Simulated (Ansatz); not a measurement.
**doublet CH4BClS+ at 6 levels**

We compute a comparison of 6 runs (U-wB97M-V/cc-pVDZ, UB3LYP/cc-pVDZ, UBHLYP/cc-pVDZ, UCAM-B3LYP/cc-pVDZ, UMP2/cc-pVDZ, UCCSD(T)/cc-pVDZ) of doublet CH4BClS+. 

Program for the calculation: Ansatz 0.2.0.

94 further runs of the same task are left out: 94 set aside as unsound or not needed.

## (1) The system as given

The species is CH4BClS+ (8 atoms), meant as a doublet with charge +1. SMILES of the parent species: `CSBCl`. The shape is that of a PBE0-D4/def2-TZVP optimisation. This is one conformer, not always the lowest. That shape belongs to the parent species and isn't relaxed for this state.

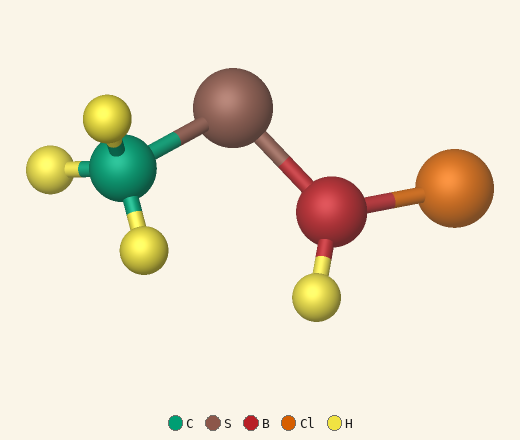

The structure, seen from a chosen angle (carbon teal, sulfur brown, boron red, chlorine orange, hydrogen yellow).

## (2) A single-point energy at U-wB97M-V/cc-pVDZ (run 1)

Input file in.yaml:

```yaml
crystal:
  periodic: [false, false, false]
  atoms:
    - {symbol: C, position_ang: [-0.471000, 1.184200, 0.216300]}
    - {symbol: S, position_ang: [0.979400, 0.341100, -0.461900]}
    - {symbol: B, position_ang: [0.578900, -1.367600, -0.269600]}
    - {symbol: Cl, position_ang: [1.728300, -2.572200, -0.805600]}
    - {symbol: H, position_ang: [-1.201900, 0.455300, 0.560900]}
    - {symbol: H, position_ang: [-0.157800, 1.812600, 1.049100]}
    - {symbol: H, position_ang: [-0.912200, 1.808700, -0.559500]}
    - {symbol: H, position_ang: [-0.451500, -1.719100, 0.214500]}
basis:
  gaussian:
    orbitals: cc-pVDZ
total_charge: 1
magnetization:
  spin_polarized: true
  initial_magnetization: 1
hamiltonian:
  xc: {name: wB97M-V}
accuracy: high
output: {orbitals: {seedname: orbitals}}
```

The run is started by

```bash
ansatz run in.yaml --threads 1 --pin off --max-ram 2610MiB --events-out events.jsonl --progress --plain --runs-dir runs
```

The program printed:

```text
Warning: RAYON_NUM_THREADS=1 ignored (pool sized by the plan → 1); use --threads N
Functional definition: wB97M-V
  name "wB97M-V"
  parameter omega = 0.3/bohr
  parameter cx = 0.15
  parameter cx01 = 1.007
  parameter cx10 = 0.259
  parameter css00 = 0.443
  parameter css04 = -1.437
  parameter css10 = -4.535
  parameter css20 = -3.390
  parameter css43 = 4.278
  parameter cos00 = 1.000
  parameter cos10 = 1.358
  parameter cos20 = 2.924
  parameter cos21 = -8.812
  parameter cos60 = -1.390
  parameter cos61 = 9.142
  parameter b = 6.0
  parameter c = 0.01
  gx(w, u) = 1 - cx + cx01*u + cx10*w
  gss(w, u) = css00 + css04*u^4 + css10*w + css20*w^2 + css43*w^4*u^3
  gos(w, u) = cos00 + cos10*w + (cos20 + cos21*u)*w^2 + (cos60 + cos61*u)*w^6
  exchange = spin_sum(e_x_unif_sr(omega)*gx(b97_w, b97_u_x)) + cx*exact_x_sr(omega) + exact_x_lr(omega)
  correlation = spin_sum(e_c_pw_mod_same_spin*gss(b97_w, b97_u_same))
      + integral(e_c_pw_mod_opposite_spin*gos(b97_w_opposite, b97_u_opposite)) + vv10(b, c)
1973 factors; integrals over basis functions are off by at most 6.8e-9 eV
378 factors; integrals over basis functions are off by at most 2.6e-9 eV
mean field evaluation 1: about -25123.7614 eV, gradient 2.2e1 eV
mean field evaluation 2: about -25124.8673 eV, gradient 1.6e1 eV
mean field evaluation 4: about -25126.1162 eV, gradient 6.4e-1 eV
mean field evaluation 8: about -25126.2535 eV, gradient 1.1e-1 eV
mean field evaluation 16: about -25126.2539 eV, gradient 1.9e-3 eV
mean field evaluation 32: about -25126.2539 eV, gradient 1.3e-6 eV
mean field -25126.25387622 eV, -923.3727987644 hartree, gradient 5.2e-8 eV, S^2 0.755987; 2 other end points of the search recorded, 0 dependent functions left out
reference -25126.25388006 eV, -923.3727989056 hartree; 24, 23 occupied and 60, 61 virtual orbitals, 1973 factors
Total energy: -25126.25388006 eV, -923.3727989056 hartree
```

Wall time 2.8 min (1 thread of Arm Neoverse V1, shared host); peak memory 0.99 GiB.

## (3) The energy at UB3LYP/cc-pVDZ (run 2)

Input file run.yaml:

```yaml
crystal:
  periodic: [false, false, false]
  atoms:
    - {symbol: C, position_ang: [-0.471000, 1.184200, 0.216300]}
    - {symbol: S, position_ang: [0.979400, 0.341100, -0.461900]}
    - {symbol: B, position_ang: [0.578900, -1.367600, -0.269600]}
    - {symbol: Cl, position_ang: [1.728300, -2.572200, -0.805600]}
    - {symbol: H, position_ang: [-1.201900, 0.455300, 0.560900]}
    - {symbol: H, position_ang: [-0.157800, 1.812600, 1.049100]}
    - {symbol: H, position_ang: [-0.912200, 1.808700, -0.559500]}
    - {symbol: H, position_ang: [-0.451500, -1.719100, 0.214500]}
basis:
  gaussian:
    orbitals: cc-pVDZ
total_charge: 1
magnetization:
  spin_polarized: true
  initial_magnetization: 1
hamiltonian:
  xc: {name: B3LYP}
accuracy: high
output: {orbitals: {seedname: orbitals}}
```

The run is started by

```bash
ansatz run run.yaml --threads 1 --pin off --max-ram 2610MiB --events-out events.jsonl --progress --plain --runs-dir runs
```

The program printed:

```text
Warning: RAYON_NUM_THREADS=1 ignored (pool sized by the plan → 1); use --threads N
Functional definition: B3LYP
  name "B3LYP"
  parameter a0 = 0.2
  parameter ax = 0.72
  parameter ac = 0.81
  exchange = (1 - a0 - ax)*slater_x + ax*b88_x + a0*exact_x
  correlation = (1 - ac)*vwn_rpa_c + ac*lyp_c
1973 factors; integrals over basis functions are off by at most 6.8e-9 eV
mean field evaluation 1: about -25123.3366 eV, gradient 3.5e1 eV
mean field evaluation 2: about -25118.0263 eV, gradient 4.4e1 eV
mean field evaluation 4: about -25129.4796 eV, gradient 1.9e0 eV
mean field evaluation 8: about -25129.6724 eV, gradient 1.8e-1 eV
mean field evaluation 16: about -25129.6727 eV, gradient 2.0e-4 eV
mean field evaluation 32: about -25127.0781 eV, gradient 1.5e1 eV
mean field -25129.67272152 eV, -923.4984390118 hartree, gradient 6.3e-8 eV, S^2 0.756730; 3 other end points of the search recorded, 0 dependent functions left out
reference -25129.67276058 eV, -923.4984404472 hartree; 24, 23 occupied and 60, 61 virtual orbitals, 1973 factors
Total energy: -25129.67276058 eV, -923.4984404472 hartree
```

It took 21 s on 1 thread of Arm Neoverse V1, shared host; peak memory 0.41 GiB.

Runs 3 to 5 aren't shown in full; the table further down has their settings and results.

## (4) The energy at UCCSD(T)/cc-pVDZ (run 6)

Input file input.yaml:

```yaml
crystal:
  periodic: [false, false, false]
  atoms:
    - {symbol: C, position_ang: [-0.471000, 1.184200, 0.216300]}
    - {symbol: S, position_ang: [0.979400, 0.341100, -0.461900]}
    - {symbol: B, position_ang: [0.578900, -1.367600, -0.269600]}
    - {symbol: Cl, position_ang: [1.728300, -2.572200, -0.805600]}
    - {symbol: H, position_ang: [-1.201900, 0.455300, 0.560900]}
    - {symbol: H, position_ang: [-0.157800, 1.812600, 1.049100]}
    - {symbol: H, position_ang: [-0.912200, 1.808700, -0.559500]}
    - {symbol: H, position_ang: [-0.451500, -1.719100, 0.214500]}
basis:
  gaussian:
    orbitals: cc-pVDZ
total_charge: 1
magnetization:
  spin_polarized: true
  initial_magnetization: 1
correlation:
  method: ccsd_t
  frozen_orbitals: {B: 1, C: 1, Cl: 5, H: 0, S: 5}
accuracy: high
scf:
  omitted_lower_state_checks: [cluster_reference, increment]
```

The run is started by

```bash
ansatz run input.yaml --threads 1 --pin off --max-ram 2610MiB --events-out events.jsonl --progress --plain --runs-dir runs
```

The program printed:

```text
Warning: RAYON_NUM_THREADS=1 ignored (pool sized by the plan → 1); use --threads N
[... 13 lines left out ...]
12 core orbitals not correlated: weight in the atoms' cores, before any rotation towards them, 1.000 or more for the frozen orbitals, at most 0.000 for the correlated occupied ones
[... 28 lines left out ...]
Total energy: -25094.11539003 eV, -922.1917311813 hartree
Checks for a lower state left out: cluster_reference, increment
```

Run time: 66 s. Hardware: 1 thread of Arm Neoverse V1, shared host; peak memory 0.78 GiB.

## (5) The series

```csv
run,level,frozen core orbitals,energy (Eh),HOMO energy (eV),LUMO energy (eV),⟨S²⟩,wall time
1,U-wB97M-V/cc-pVDZ,–,-923.372799,-16.42,-10.02,0.756,2.8 min
2,UB3LYP/cc-pVDZ,–,-923.498440,-14.01,-12.18,0.757,21 s
3,UBHLYP/cc-pVDZ,–,-923.423363,-15.43,-10.96,0.759,19 s
4,UCAM-B3LYP/cc-pVDZ,–,-923.434585,-15.56,-10.87,0.758,23 s
5,UMP2/cc-pVDZ,12,-922.120416,–,–,0.763,6.3 s
6,UCCSD(T)/cc-pVDZ,12,-922.191731,–,–,0.763,66 s
```

## (6) Outcome

| quantity | value |
| --- | --- |
| run 6: total energy | -922.19173 Eh |
| run 6: correlation energy (12 core orbitals frozen) | -537.4 mEh |
| run 6: (T) correction | -16.25 mEh |
| run 6: ⟨S²⟩ of the reference determinant | 0.763 |
| run 6: T1 diagnostic | 0.024 |

In words: Totals of different functionals can't be ranked against each other. All runs together took 5 min, the longest 2.8 min.
